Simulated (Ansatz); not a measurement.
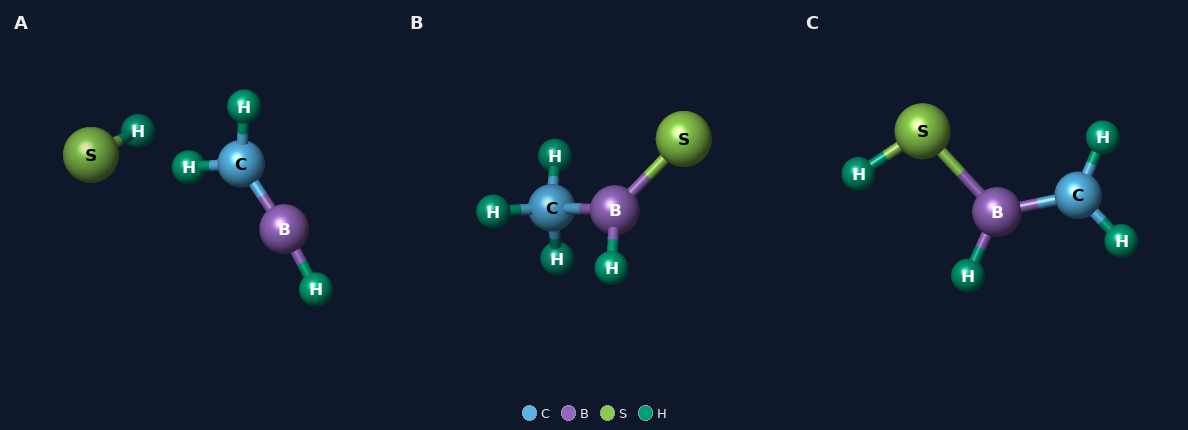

3 stationary structures of one formula. State: charge −1, singlet. Geometries: PBE-D4/def2-SVPD. Electronic energies: PBE-D4/def2-SVPD (Ansatz 0.2.0), without zero-point energy. No frequency run is at hand to confirm each as a minimum. Each is one conformer, not always the lowest.

> Which structure is the most stable?

B is lowest (Cs); C lies 25.1 kcal/mol above it, A lies 70.2 kcal/mol above it (C1).
